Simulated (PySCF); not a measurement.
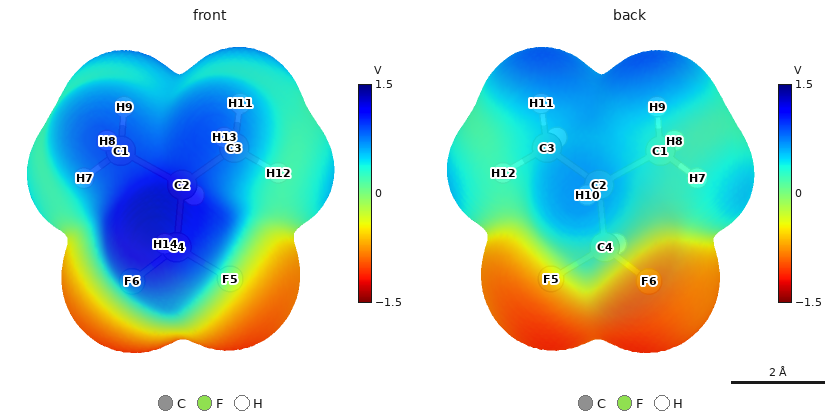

Figure 1: C₄H₈F₂ ((CH3)2CHCHF2). The electrostatic potential painted on the density surface at 0.002 e/bohr³, seen from the front and from behind; the colour scale runs from red (negative) to blue (positive).

Geometry: PBE0-D3(BJ)/def2-SVP.

These are results of wB97X-D/pcSseg-1, SCF density, in a chloroform solvent model, non-relativistic (PySCF 2.14.0), not measurements.

Input

```
{"job": {"xc": "wB97X-D", "basis": "pcSseg-1", "solvent": "chloroform", "kind": "nmr", "pop": true}, "charge": 0, "multiplicity": 1}
C     -0.372543     1.416701    -0.091165
C      0.007104    -0.028774    -0.382747
C      1.419488    -0.363144     0.078080
C     -0.992821    -0.976892     0.242485
F     -0.698552    -2.257949    -0.084121
F     -2.241346    -0.720817    -0.216287
H     -1.391206     1.640117    -0.437524
H     -0.324898     1.628584     0.989996
H      0.320893     2.106584    -0.593905
H     -0.069458    -0.209512    -1.469840
H      2.152126     0.288538    -0.420063
H      1.678110    -1.406832    -0.149043
H      1.527566    -0.212800     1.165207
H     -1.015138    -0.904276     1.346763
```

Launched as:

```sh
OMP_NUM_THREADS=1 python ens_run.py task.json out
```

Describe the electrostatic potential map.

The most negative region (about −1.1 V) lies over F5 and F6, the most positive (about +1.3 V) over H14.

How polar is the molecule by this calculation?

Its dipole moment is 2.52 D.
